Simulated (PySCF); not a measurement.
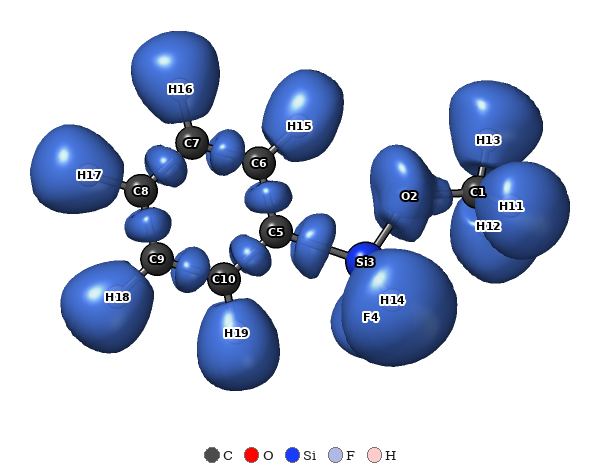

Figure. C7H9FOSi. Isosurface of the electron localisation function at 0.75 (blue), seen at a tilt. Core shells and regions of very low density are left out.

Geometry: GFN2-xTB.

These are results of PBE0/pcSseg-1, SCF density, gas phase, non-relativistic (PySCF 2.14.0), not measurements.

```yaml
atoms:
  - { symbol: C, position_ang: [3.5673, 0.4209, 0.6078] }
  - { symbol: O, position_ang: [2.1832, 0.2274, 0.5153] }
  - { symbol: Si, position_ang: [1.3509, -0.6112, -0.5809] }
  - { symbol: F, position_ang: [1.7495, -0.0773, -2.0584] }
  - { symbol: C, position_ang: [-0.4517, -0.2386, -0.2337] }
  - { symbol: C, position_ang: [-0.8801, 0.3933, 0.9306] }
  - { symbol: C, position_ang: [-2.2217, 0.6500, 1.1486] }
  - { symbol: C, position_ang: [-3.1628, 0.2740, 0.2051] }
  - { symbol: C, position_ang: [-2.7547, -0.3619, -0.9556] }
  - { symbol: C, position_ang: [-1.4124, -0.6165, -1.1678] }
  - { symbol: H, position_ang: [4.0701, -0.5212, 0.8356] }
  - { symbol: H, position_ang: [3.9665, 0.8150, -0.3283] }
  - { symbol: H, position_ang: [3.7526, 1.1338, 1.4113] }
  - { symbol: H, position_ang: [1.7113, -2.0209, -0.6616] }
  - { symbol: H, position_ang: [-0.1479, 0.6890, 1.6667] }
  - { symbol: H, position_ang: [-2.5361, 1.1450, 2.0563] }
  - { symbol: H, position_ang: [-4.2108, 0.4768, 0.3725] }
  - { symbol: H, position_ang: [-3.4847, -0.6585, -1.6949] }
  - { symbol: H, position_ang: [-1.0982, -1.1099, -2.0760] }
```

> Identify the bonds, lone pairs and shells in this picture.

The surface consists of six regions between bonded C–C atoms (shared pairs), one region between bonded C–Si atoms (shared pairs), nine regions around hydrogen nuclei, one region on O in which the atom's valence shell and bonds are merged and one region wrapped around F (its lone pairs, merged into a ring or cap). Along the contacts the grid gives the following. C–C (1.38 Å): the ELF peaks at about 0.95 between the atoms; a covalent bond. C–O (1.40 Å): the ELF peaks at about 0.90 between the atoms; a polar covalent bond.
